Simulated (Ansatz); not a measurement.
# CH₃BFN: ionisation energy by level of theory

How much energy removes an electron from CH₃BFN at fixed geometry? The cation is run at each level and the neutral's energy taken from earlier runs.

Program: Ansatz 0.2.0, Gaussian basis. Level of theory: unrestricted cation, the program's frozen cores in correlated methods. These are calculated values, not measurements.

Levels to be run: UKS PBE-D4/def2-TZVPP; UKS r2SCAN-D4/def2-TZVPP; UKS PBE0-D4/def2-TZVPP; UKS B3LYP-D4/def2-TZVPP; UKS wB97X-V/def2-TZVPP; UKS wB97M-V/def2-TZVPP; UKS B2PLYP/def2-TZVPP; UHF-CCSD(T)/def2-TZVPP; UHF-MP2/def2-QZVPP; extrapolation to the limit; then −ε(HOMO) from the neutral's earlier runs with LDA (SPW92), PBE-D4, revPBE-D4, BLYP-D4, r2SCAN-D4, B97M-V, PBE0-D4, B3LYP-D4, r2SCANh-D4, r2SCAN0-D4, HSE06-D4, BHLYP-D4, CAM-B3LYP-D4, LC-ωPBE, ωB97X-V, ωB97M-V.

### 1 The relaxed structure

An earlier PBE0-D4 in a triple-zeta def2 set relaxation fixed the geometry.

SMILES `FC1BN1`, 7 atoms, charge 0, spin multiplicity 1.

Atoms are counted from 1 here; the program's logs count them from 0.

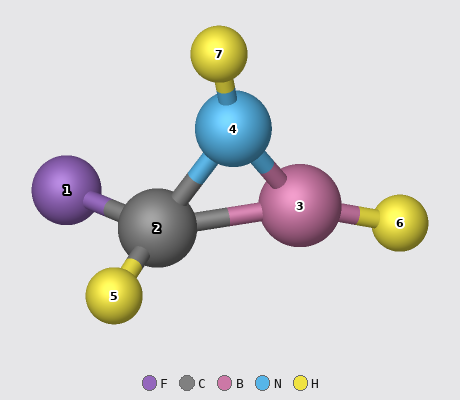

The geometry (fluorine purple, carbon grey, boron pink, nitrogen blue, hydrogen yellow); atoms are numbered from 1 in the order of the file.

### 2 Cation, UKS PBE-D4/def2-TZVPP

Contents of in.yaml:

```yaml
crystal:
  periodic: [false, false, false]
  atoms:
    - {symbol: F, position_ang: [-0.676964, -1.661841, -0.329824]}
    - {symbol: C, position_ang: [-0.613748, -0.284551, -0.220007]}
    - {symbol: B, position_ang: [0.260259, 0.363761, 0.879715]}
    - {symbol: N, position_ang: [0.676791, 0.277408, -0.405680]}
    - {symbol: H, position_ang: [-1.456619, 0.139780, -0.760249]}
    - {symbol: H, position_ang: [0.559229, 0.711176, 1.968612]}
    - {symbol: H, position_ang: [1.312251, 0.386265, -1.178268]}
basis:
  gaussian: {orbitals: def2-TZVPP}
total_charge: 1
magnetization: {spin_polarized: true, initial_magnetization: 1}
hamiltonian: {xc: pbe, dispersion: d4}
```

Launch:

```bash
> ansatz run in.yaml --threads 2 --pin off --events-out ev --progress --plain --max-ram 4352MiB
```

After this run come: Cation, UKS r2SCAN-D4/def2-TZVPP; Cation, UKS PBE0-D4/def2-TZVPP; Cation, UKS B3LYP-D4/def2-TZVPP; Cation, UKS wB97X-V/def2-TZVPP; Cation, UKS wB97M-V/def2-TZVPP; Cation, UKS B2PLYP (frozen core)/def2-TZVPP; Cation, UHF-CCSD(T)/def2-TZVPP; Cation, UHF-MP2/def2-QZVPP.

**Question.** What will the summary of the whole plan be? Wanted: ionisation energy, CCSD(T)/CBS; nearest functional by difference; nearest −ε(HOMO); −ε(HOMO) of PBE; T1 of the cation.

The runs gave:

| quantity | value |
| --- | --- |
| ionisation energy, CCSD(T)/CBS | 10.83 eV |
| nearest functional by difference | ωB97M-V (-0.22 eV) |
| nearest −ε(HOMO) | LC-ωPBE (-0.08 eV) |
| −ε(HOMO) of PBE | 6.50 eV |
| T1 of the cation | 0.029 |

In words: Energy differences with functionals land within 0.54 eV of the reference. −ε(HOMO) of PBE misses by 4.3 eV, since self-interaction lifts the level. Among orbital estimates LC-ωPBE comes nearest. Hartree-Fock falls 0.91 eV short, as the neutral has more correlation energy than the cation.
